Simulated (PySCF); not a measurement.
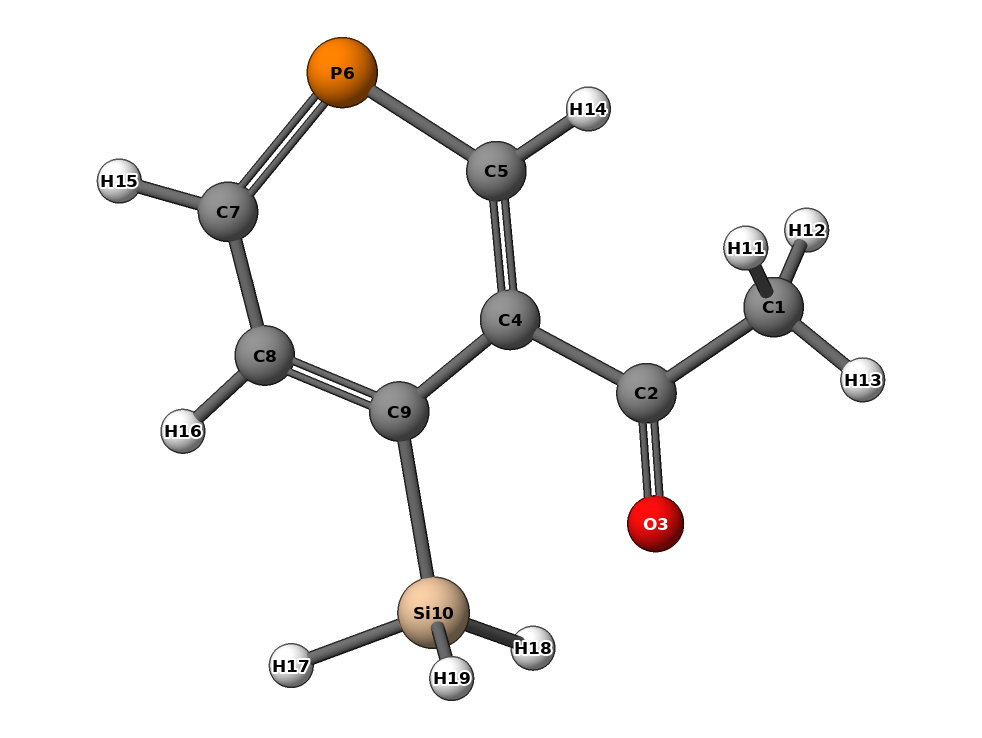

The questions are on isotropic NMR shieldings of the C atoms. Computed geometry: GFN2-xTB optimisation. No frequency run is at hand to confirm it as a minimum. Method: GIAO PBE0/pcSseg-1 NMR shielding, non-relativistic, gas phase (PySCF 2.14.0).

List the isotropic NMR shieldings of the C atoms.

```tsv
atom	σ (ppm)
C1	159.5
C2	−19.4
C4	42.0
C5	21.6
C7	17.7
C8	38.4
C9	34.4
```

The geometry is semi-empirical. Around P, Si such bond lengths and angles can be off by a tenth of an ångström or more and by several degrees, and values that hang on the shape move with them.
